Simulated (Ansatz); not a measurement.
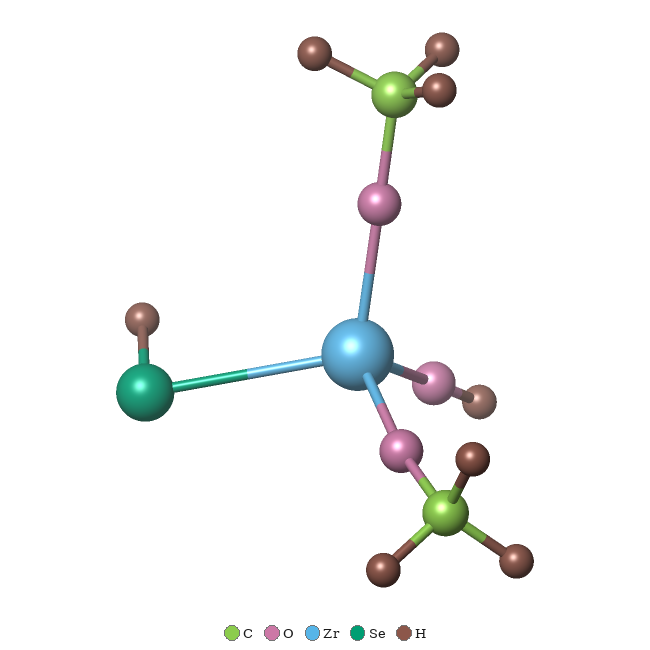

Every bond is drawn as one stick, whatever its order.

The species is neutral and a spin singlet. The computed structure is the end point of a PBE0-D4/def2-TZVP optimisation.

Identify the structure.

It has 15 atoms: 2 carbon, 8 hydrogen, 3 oxygen, 1 selenium and 1 zirconium (C₂H₈O₃SeZr). Its SMILES string is `C[O][Zr]([OH])([SeH])[O]C`. The point group is C1. Coordination, clear cases only: 2 C tetrahedral; 2 O linear; 1 Zr tetrahedral; 1 Se bent.

More results for the same structure follow; atom numbers are the same in all pictures, views and colours differ.

## Levels of theory compared

Program: Ansatz 0.2.0.

Tabulate HOMO–LUMO gap (eV), dipole (D) at these levels: B3LYP-D4/def2-TZVPP; PBE-D4/def2-TZVPP; r2SCAN-D4/def2-TZVPP; ωB97M-V/def2-TZVPP.

| level | HOMO–LUMO gap (eV) | dipole (D) |
| --- | --- | --- |
| B3LYP-D4/def2-TZVPP | 5.56 | 3.71 |
| PBE-D4/def2-TZVPP | 4.05 | 3.67 |
| r2SCAN-D4/def2-TZVPP | 4.52 | 3.76 |
| ωB97M-V/def2-TZVPP | 9.26 | 3.84 |

## Vibrations

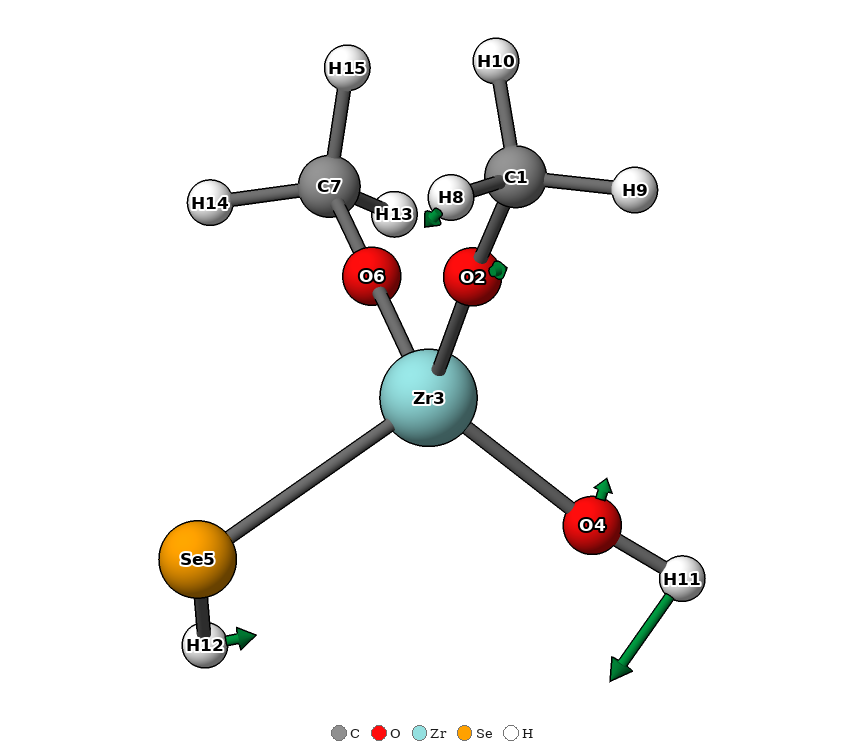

The arrows show one normal mode. Harmonic vibrations computed with RKS PBE0-D4/def2-TZVP, core potentials on Zr (Ansatz 0.2.0) at a stationary point of the same level.

**At what wavenumber does it lie?**

292 cm⁻¹; it is mode 15 of 39 counted from the lowest.

## Charges

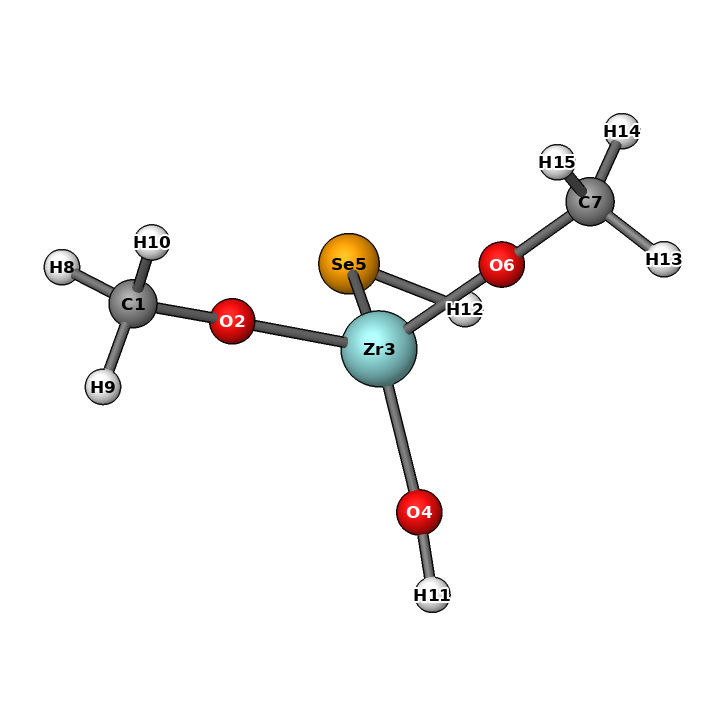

The questions are on Mulliken charges. Method: RKS PBE0-D4/def2-TZVP, core potentials on Zr (Ansatz 0.2.0).

Give the Mulliken charges atom by atom.

| atom | value (e) |
| --- | --- |
| C1 | −0.20 |
| O2 | −0.55 |
| Zr3 | 1.59 |
| O4 | −0.75 |
| Se5 | −0.54 |
| O6 | −0.56 |
| C7 | −0.20 |
| H8 | 0.13 |
| H9 | 0.13 |
| H10 | 0.12 |
| H11 | 0.33 |
| H12 | 0.13 |
| H13 | 0.12 |
| H14 | 0.13 |
| H15 | 0.12 |

Mulliken values depend strongly on the basis set and can even reverse the polarity of a bond.
